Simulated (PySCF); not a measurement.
## Electronic structure of GaAs (triplet) in real space

```xyz
2

Ga    0.0000    0.0000   -1.3464
As    0.0000    0.0000    1.2386
```

The calculation used PBE0/cc-pVDZ(-PP), non-relativistic Hamiltonian with scalar-relativistic core potentials where named, at a bond length of 2.585 Å (PySCF 2.14.0).

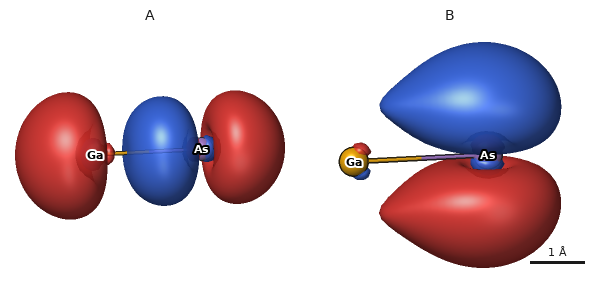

Figure 1. Two frontier α-spin orbitals, each drawn at the value that holds 80 % of its norm (red and blue are the two phases), in no order; of a degenerate pair one member is drawn.

Question: Label each orbital by symmetry, say whether it is occupied, and order them by energy.

Answer: Orbital B: π, occupied in this spin, −6.60 eV; mainly on As (90 %).
Orbital A: σ, occupied in this spin, −5.66 eV; shared between the atoms (Ga 45 %, As 55 %).

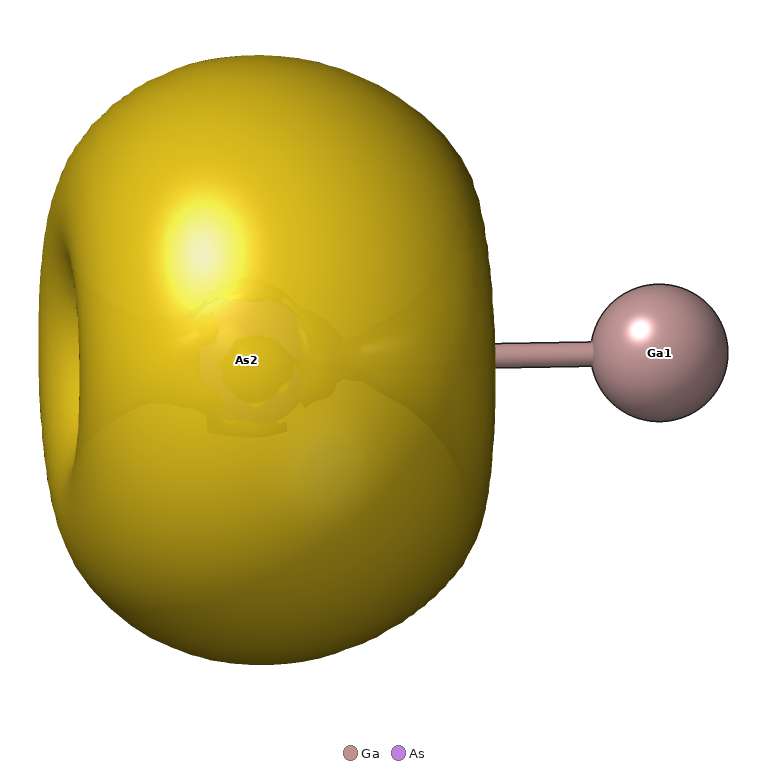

Figure 2. Isosurfaces of the spin density (α minus β) at +0.02 (yellow) and −0.02 e/Å³ (cyan), seen from one side.

Question: Which atoms carry the spin?

Answer: The unpaired spin (2 electrons) lies mostly on As2 (about 1.8) and Ga1 (about 0.2), in electrons by Hirshfeld's partition.

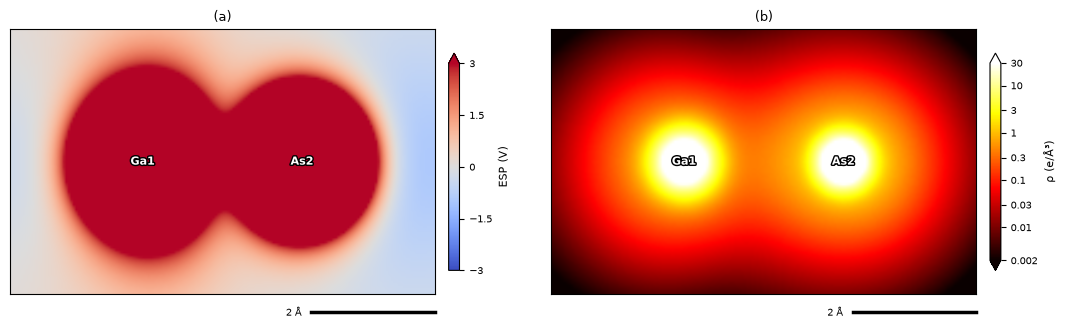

Figure 3. (a) electrostatic potential; (b) electron density on a plane that holds the molecular axis.

Question: What do the fields say about this system?

Answer:
- The plane passes through Ga and As nuclei.
- Ga–As (2.58 Å): the density is about 0.44 e/Å³ at the midpoint.
- Outside the dense part of the molecule the potential is most negative (−0.9 V) near As2.
